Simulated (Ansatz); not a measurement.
Given this structure, the geometry relaxed with DFT, LDA (PW92), plane waves (420 eV) with PAW, scalar-relativistic (Ansatz 0.2.0); the starting structure was generated, so it need not be a known form of this composition, written in its standard cell:

Space group P6_3/mmc (No. 194). a = 2.739 Å, b = 2.739 Å, c = 8.820 Å, α = 90.00°, β = 90.00°, γ = 120.00°
```
atom  site  symmetry       x       y       z
  Re    2a      -3m.  0.0000  0.0000  0.0000
  Re    2c      -6m2  0.3333  0.6667  0.2500
```

Predict the [100] zone-axis pattern (300 kV, kinematic, B = 1 Å²).

The spots form a rectangular net whose two shortest vectors correspond to d = 8.82 Å and 2.37 Å, 90.0° apart. They are 0 0 1 (itself extinct) and 0 1 0. The pattern has symmetry 2mm. A screw axis and a glide plane both extinguish reflections such as 0 0 1, 0 0 3, 0 0 5; reflections such as 0 3 -1, 0 3 1, 0 3 -3 are allowed by the space group but vanish because the atoms sit on special positions; reflections such as 0 0 2, 0 0 6, 0 0 10 are allowed but too weak to see at this display level.

Strongest reflections with d > 0.80 Å, one of each family (|F|² from tabulated Gaussian fits of the electron scattering factors, times a small damping for the curvature of the Ewald sphere):

| hkl | d (Å) | I (strongest = 100) |
| --- | --- | --- |
| 0 0 4 | 2.205 | 100 |
| 0 1 2 | 2.089 | 51 |
| 0 1 1 | 2.291 | 20 |
| 0 0 8 | 1.103 | 20 |
| 0 1 6 | 1.250 | 16 |
| 0 1 3 | 1.846 | 13 |

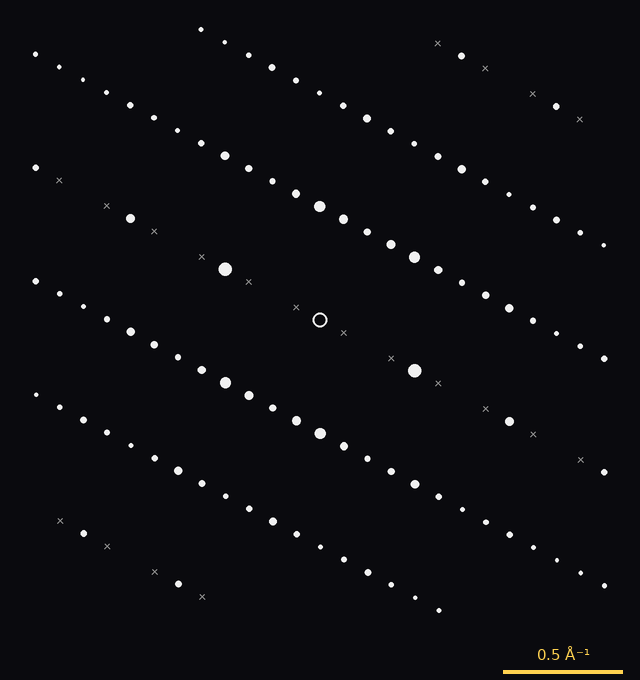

Calculated pattern, seen from the source side with [100] pointing towards the source; crosses mark the places of extinct reflections.
